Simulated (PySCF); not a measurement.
```xyz
2

Al    0.0000    0.0000   -2.1161
I     0.0000    0.0000    0.4499
```

Core potentials replace the inner electrons of I.

Method: PBE0/def2-SVPD, non-relativistic Hamiltonian with scalar-relativistic core potentials where named, at a bond length of 2.566 Å in PySCF 2.14.0.

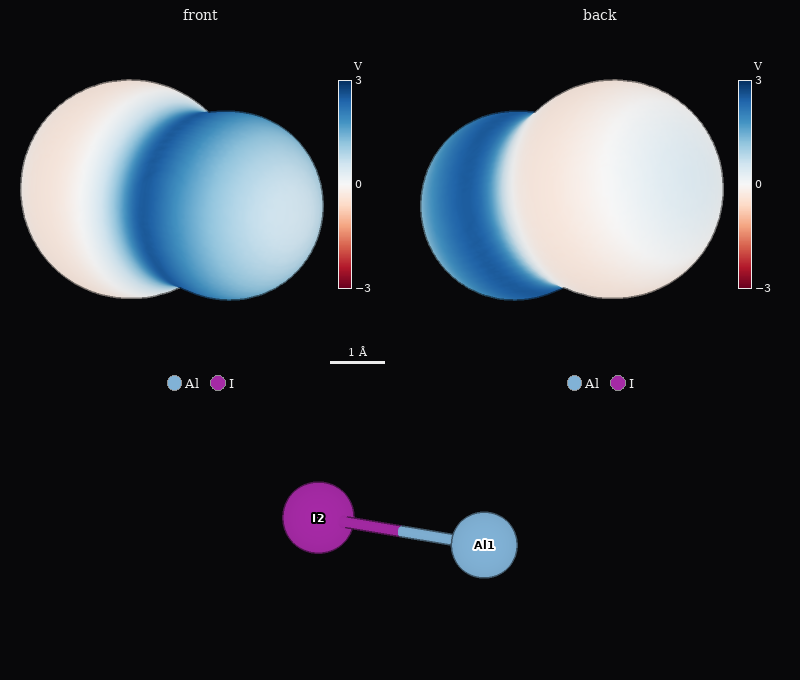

AlI. The electrostatic potential painted on the density surface at 0.004 e/bohr³, seen from the front and from behind; the colour scale runs from red (negative) to blue (positive). The bare structure is drawn below in the same view.

### Describe the electrostatic potential map.

The most negative region (about −0.3 V) lies over I2, the most positive (about +2.5 V) over Al1. I2 shows a σ-hole: about +0.4 V at the tip opposite its bond, against about −0.3 V on its flanks.
